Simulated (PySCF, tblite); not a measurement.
# C₃H₇BO₂: dynamics, then NMR shifts on frames, part 2 of 2

tblite 0.8.0 and PySCF 2.14.0. Atoms count from 0. Earlier steps stand in the parts before.

### 5 Shielding tensors: 625 fs, PBE0/pcSseg-1

The job: settings as JSON, then the geometry in Å.

```
{"job": {"kind": "nmr", "xc": "PBE0", "basis": "pcSseg-1", "pop": false}, "charge": 0, "multiplicity": 1}
B     -0.487400     1.345400     0.158200
O      0.537700     0.412600     0.361600
C      0.183500    -0.903100     0.632700
C     -1.170000    -0.965800     1.331400
C     -2.270900    -0.258700     0.544400
O     -1.807000     1.020300     0.110500
H     -0.120400     2.440400    -0.111700
H      0.961200    -1.395600     1.302200
H      0.363000    -1.516100    -0.265700
H     -0.995700    -0.437100     2.296500
H     -1.379000    -1.992200     1.582800
H     -2.681600    -0.842900    -0.267600
H     -3.137300    -0.088700     1.193100
```

Level: GIAO PBE0/pcSseg-1 NMR shielding, non-relativistic, gas phase.

The program printed:

```text
coarse grid: 10856 points
cycle   1  E = -293.3805327078  dE =  8.195e-01  |g| = 7.379e-01  |ddm| = 3.054e+00
cycle   2  E = -293.2801968982  dE =  1.003e-01  |g| = 1.063e+00  |ddm| = 1.170e+00
cycle   3  E = -293.4780038009  dE = -1.978e-01  |g| = 6.981e-02  |ddm| = 7.254e-01
cycle   4  E = -293.4788287601  dE = -8.250e-04  |g| = 2.690e-02  |ddm| = 5.668e-02
cycle   5  E = -293.4789840538  dE = -1.553e-04  |g| = 7.878e-03  |ddm| = 2.354e-02
cycle   6  E = -293.4789947548  dE = -1.070e-05  |g| = 3.095e-03  |ddm| = 6.197e-03
cycle   7  E = -293.4789964352  dE = -1.680e-06  |g| = 3.214e-04  |ddm| = 1.931e-03
final grid: 104856 points
cycle   8  E = -293.5343550752  dE = -2.912e-05  |g| = 1.119e-02  |ddm| = 2.261e-02
cycle   9  E = -293.5343317119  dE =  2.336e-05  |g| = 1.609e-02  |ddm| = 1.521e-02
cycle  10  E = -293.5343783576  dE = -4.665e-05  |g| = 9.406e-04  |ddm| = 9.071e-03
cycle  11  E = -293.5343785460  dE = -1.884e-07  |g| = 2.179e-04  |ddm| = 8.963e-04
cycle  12  E = -293.5343785547  dE = -8.756e-09  |g| = 8.217e-05  |ddm| = 1.976e-04
cycle  13  E = -293.5343785558  dE = -1.084e-09  |g| = 3.490e-05  |ddm| = 7.382e-05
cycle  14  E = -293.5343785560  dE = -2.092e-10  |g| = 5.992e-06  |ddm| = 2.361e-05
converged SCF energy = -293.5343785560

GIAO shielding tensors (ppm)
atom      isotropic    diamagn.    paramagn.     s11        s22        s33       span
  0 B       74.868     198.097    -123.229     58.954     69.469     96.182     37.227
  1 O      192.008     394.395    -202.386     60.890    181.583    333.552    272.662
  2 C      123.486     243.101    -119.615     99.882    110.719    159.857     59.975
  3 C      153.312     252.499     -99.187    144.225    156.086    159.626     15.401
  4 C      123.293     240.104    -116.811    100.652    107.190    162.036     61.384
  5 O      200.944     392.912    -191.968     73.200    190.443    339.188    265.989
  6 H       27.295      30.163      -2.868     24.275     26.476     31.132      6.857
  7 H       26.806      28.583      -1.777     22.844     25.700     31.874      9.029
  8 H       27.165      30.415      -3.250     23.548     25.699     32.249      8.701
  9 H       29.072      29.905      -0.833     25.000     27.760     34.456      9.456
 10 H       30.108      29.605       0.503     26.561     27.545     36.216      9.655
 11 H       27.799      28.690      -0.890     24.028     26.523     32.848      8.820
 12 H       27.465      26.514       0.950     23.375     26.395     32.624      9.249
```

It took 9.3 s on 1 thread of Intel Xeon 6975P-C, shared host; peak memory 0.69 GiB.

This run: δ C4 63.6, C2 63.4, C3 33.6, B0 25.2, H7 4.91, H8 4.55 ppm.

### 6 Shielding tensors: 800 fs, PBE0/pcSseg-1

The job: settings as JSON, then the geometry in Å.

```
{"job": {"kind": "nmr", "xc": "PBE0", "basis": "pcSseg-1", "pop": false}, "charge": 0, "multiplicity": 1}
B     -0.287500     1.314000    -0.292700
O      0.424100     0.407000     0.428800
C     -0.191900    -0.814000     0.870800
C     -1.621200    -0.436500     1.246500
C     -2.336900     0.088400    -0.038200
O     -1.573300     1.113800    -0.543500
H      0.273400     2.103200    -0.906300
H      0.308700    -1.138100     1.741900
H     -0.057600    -1.562000     0.072400
H     -1.706500     0.295200     2.009700
H     -2.169400    -1.371000     1.627300
H     -2.607300    -0.830500    -0.693200
H     -3.317000     0.703900    -0.000100
```

Level: GIAO PBE0/pcSseg-1 NMR shielding, non-relativistic, gas phase.

The program printed:

```text
coarse grid: 10856 points
cycle   1  E = -293.3500832713  dE =  8.967e-01  |g| = 7.682e-01  |ddm| = 3.040e+00
cycle   2  E = -293.2459959086  dE =  1.041e-01  |g| = 1.093e+00  |ddm| = 1.247e+00
cycle   3  E = -293.4554176698  dE = -2.094e-01  |g| = 7.000e-02  |ddm| = 7.808e-01
cycle   4  E = -293.4561455474  dE = -7.279e-04  |g| = 3.470e-02  |ddm| = 5.893e-02
cycle   5  E = -293.4563630444  dE = -2.175e-04  |g| = 1.166e-02  |ddm| = 2.678e-02
cycle   6  E = -293.4563839310  dE = -2.089e-05  |g| = 3.749e-03  |ddm| = 8.363e-03
cycle   7  E = -293.4563867526  dE = -2.822e-06  |g| = 2.660e-04  |ddm| = 2.583e-03
final grid: 104856 points
cycle   8  E = -293.5121830545  dE = -2.976e-05  |g| = 1.110e-02  |ddm| = 2.110e-02
cycle   9  E = -293.5121614434  dE =  2.161e-05  |g| = 1.580e-02  |ddm| = 1.463e-02
cycle  10  E = -293.5122055085  dE = -4.407e-05  |g| = 7.767e-04  |ddm| = 8.830e-03
cycle  11  E = -293.5122056411  dE = -1.326e-07  |g| = 2.241e-04  |ddm| = 8.457e-04
cycle  12  E = -293.5122056502  dE = -9.080e-09  |g| = 8.087e-05  |ddm| = 1.967e-04
cycle  13  E = -293.5122056512  dE = -1.065e-09  |g| = 3.291e-05  |ddm| = 7.032e-05
cycle  14  E = -293.5122056514  dE = -1.845e-10  |g| = 7.271e-06  |ddm| = 2.312e-05
converged SCF energy = -293.5122056514

GIAO shielding tensors (ppm)
atom      isotropic    diamagn.    paramagn.     s11        s22        s33       span
  0 B       77.983     199.601    -121.618     62.771     72.944     98.235     35.464
  1 O      198.236     395.254    -197.018     79.096    177.984    337.630    258.534
  2 C      123.381     243.183    -119.802    100.855    108.237    161.053     60.199
  3 C      151.213     249.362     -98.149    142.696    148.459    162.483     19.786
  4 C      114.586     240.451    -125.865     92.520    103.147    148.091     55.571
  5 O      198.944     394.729    -195.785     70.857    171.246    354.728    283.871
  6 H       27.993      31.538      -3.545     24.792     27.178     32.010      7.218
  7 H       28.078      30.096      -2.019     24.185     27.402     32.646      8.461
  8 H       27.203      29.868      -2.665     23.628     25.477     32.504      8.876
  9 H       29.847      30.378      -0.531     26.551     28.155     34.834      8.284
 10 H       28.925      27.127       1.798     25.638     26.001     35.135      9.497
 11 H       25.978      26.963      -0.985     22.362     24.897     30.674      8.312
 12 H       25.120      25.350      -0.230     19.605     24.880     30.877     11.272
```

It took 9.8 s on 1 thread of Intel Xeon 6975P-C, shared host; peak memory 0.69 GiB.

This run: δ C4 72.3, C2 63.5, C3 35.7, B0 22.1, H12 6.60, H11 5.74 ppm.

### 7 NMR shieldings: 1000 fs, PBE0/pcSseg-1

The job: settings as JSON, then the geometry in Å.

```
{"job": {"kind": "nmr", "xc": "PBE0", "basis": "pcSseg-1", "pop": false}, "charge": 0, "multiplicity": 1}
B     -0.533600     0.785500    -0.350800
O      0.077100     0.328900     0.786800
C     -0.473600    -0.837900     1.392200
C     -2.026500    -0.749800     1.352800
C     -2.585600    -0.420900    -0.083500
O     -1.692300     0.350300    -0.839500
H      0.081700     1.664000    -0.913800
H     -0.023200    -1.070000     2.343800
H     -0.153900    -1.727600     0.736700
H     -2.188900     0.206100     2.058100
H     -2.559000    -1.560900     1.711200
H     -2.866200    -1.303100    -0.618800
H     -3.501800     0.097700     0.153200
```

With the program's defaults for keys left out, this is: GIAO PBE0/pcSseg-1 NMR shielding, non-relativistic, gas phase.

The program printed:

```text
coarse grid: 10856 points
cycle   1  E = -293.3672466754  dE =  8.009e-01  |g| = 7.325e-01  |ddm| = 3.051e+00
cycle   2  E = -293.2735340248  dE =  9.371e-02  |g| = 1.042e+00  |ddm| = 1.165e+00
cycle   3  E = -293.4624625132  dE = -1.889e-01  |g| = 7.149e-02  |ddm| = 7.230e-01
cycle   4  E = -293.4632617579  dE = -7.992e-04  |g| = 3.322e-02  |ddm| = 6.038e-02
cycle   5  E = -293.4634796989  dE = -2.179e-04  |g| = 1.053e-02  |ddm| = 2.684e-02
cycle   6  E = -293.4634965849  dE = -1.689e-05  |g| = 3.937e-03  |ddm| = 7.730e-03
cycle   7  E = -293.4634995907  dE = -3.006e-06  |g| = 2.758e-04  |ddm| = 2.596e-03
final grid: 104856 points
cycle   8  E = -293.5208340863  dE = -2.949e-05  |g| = 1.160e-02  |ddm| = 2.157e-02
cycle   9  E = -293.5208102521  dE =  2.383e-05  |g| = 1.651e-02  |ddm| = 1.562e-02
cycle  10  E = -293.5208587909  dE = -4.854e-05  |g| = 9.339e-04  |ddm| = 9.316e-03
cycle  11  E = -293.5208589875  dE = -1.966e-07  |g| = 1.871e-04  |ddm| = 9.618e-04
cycle  12  E = -293.5208589944  dE = -6.924e-09  |g| = 5.377e-05  |ddm| = 1.667e-04
cycle  13  E = -293.5208589950  dE = -5.333e-10  |g| = 2.607e-05  |ddm| = 5.699e-05
converged SCF energy = -293.5208589950

GIAO shielding tensors (ppm)
atom      isotropic    diamagn.    paramagn.     s11        s22        s33       span
  0 B       76.380     198.978    -122.598     60.169     74.119     94.852     34.683
  1 O      200.264     394.600    -194.336     70.255    190.674    339.863    269.607
  2 C      122.904     244.408    -121.503    101.180    110.375    157.157     55.977
  3 C      146.252     252.556    -106.304    136.202    146.573    155.979     19.777
  4 C      126.843     239.303    -112.460    106.994    110.200    163.337     56.344
  5 O      222.136     393.792    -171.655     94.147    214.390    357.872    263.725
  6 H       27.058      30.649      -3.592     23.581     26.220     31.372      7.791
  7 H       27.711      29.473      -1.762     23.955     26.688     32.490      8.534
  8 H       26.688      29.918      -3.230     22.869     25.228     31.966      9.096
  9 H       27.343      27.406      -0.063     23.110     26.396     32.523      9.413
 10 H       30.836      30.372       0.464     27.176     28.854     36.477      9.300
 11 H       28.250      28.726      -0.476     23.720     27.311     33.718      9.998
 12 H       27.700      26.900       0.800     23.408     27.096     32.597      9.190
```

It took 9.4 s on 1 thread of Intel Xeon 6975P-C, shared host; peak memory 0.69 GiB.

This run: δ C2 64.0, C4 60.1, C3 40.7, B0 23.7, H8 5.03, H6 4.66 ppm.

### 8 Comparing the runs: NMR shifts

Shifts (ppm) of some atoms, chosen among heavy atoms and hydrogens apart, with basis size and wall time:

| frame | C4 | C2 | C3 | H12 | H9 | O1 | O5 | functions | time |
| --- | --- | --- | --- | --- | --- | --- | --- | --- | --- |
| 250 fs | 61.0 | 59.4 | 30.4 | 4.66 | 1.19 | 131.2 | 128.1 | 137 | 9.4 s |
| 425 fs | 64.2 | 63.3 | 38.4 | 5.84 | 3.89 | 136.7 | 137.4 | 137 | 8.8 s |
| 625 fs | 63.6 | 63.4 | 33.6 | 4.25 | 2.64 | 144.1 | 135.1 | 137 | 9.3 s |
| 800 fs | 72.3 | 63.5 | 35.7 | 6.60 | 1.87 | 137.8 | 137.1 | 137 | 9.8 s |
| 1000 fs | 60.1 | 64.0 | 40.7 | 4.02 | 4.37 | 135.8 | 113.9 | 137 | 9.4 s |

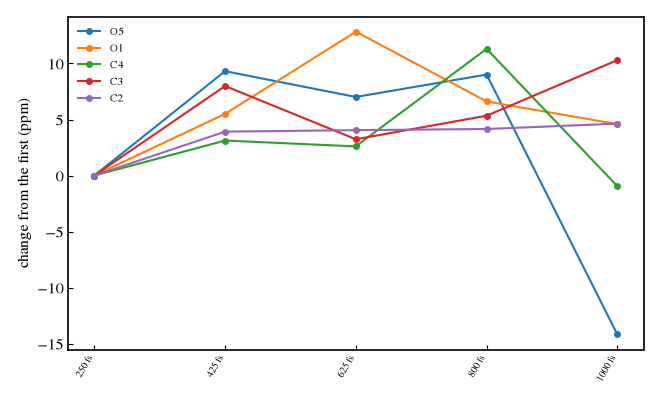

How five of the tabulated atoms move from run to run.

### 9 Results

What follows sums up all 2 parts.

| quantity | value |
| --- | --- |
| thermostat | 400 K |
| mean temperature, second half | 451 K |
| mean potential energy above the minimum | 0.66 eV |
| 13C shifts against TMS (PBE0/pcSseg-1, 250 fs) | 61.0, 59.4, 30.4 ppm |
| 1H shifts against TMS (PBE0/pcSseg-1, 250 fs) | 4.66, 3.83, 3.67, 3.37, 3.26, 2.45, 1.19 ppm |
| 11B shifts against BF3·OEt2 (PBE0/pcSseg-1, 250 fs) | 21.7 ppm |
| 17O shifts against H2O (PBE0/pcSseg-1, 250 fs) | 131.2, 128.1 ppm |
| range of the shift of O5 | 113.9 to 137.4 ppm |

What this shows: In the second half the potential energy averages 0.66 eV above the minimum; equipartition over 33 harmonic modes at 400 K would give 0.57 eV. With 13 atoms the temperature swings widely (254 to 630 K). Shifts at one fixed geometry are not the observed spectrum, which averages over the motion. In the first frame run (250 fs): The widest tensor belongs to O1: span 262 ppm, with a paramagnetic part of -188 ppm. Across the 5 runs the shift of O5 moves most, between 113.9 (1000 fs) and 137.4 ppm (425 fs).
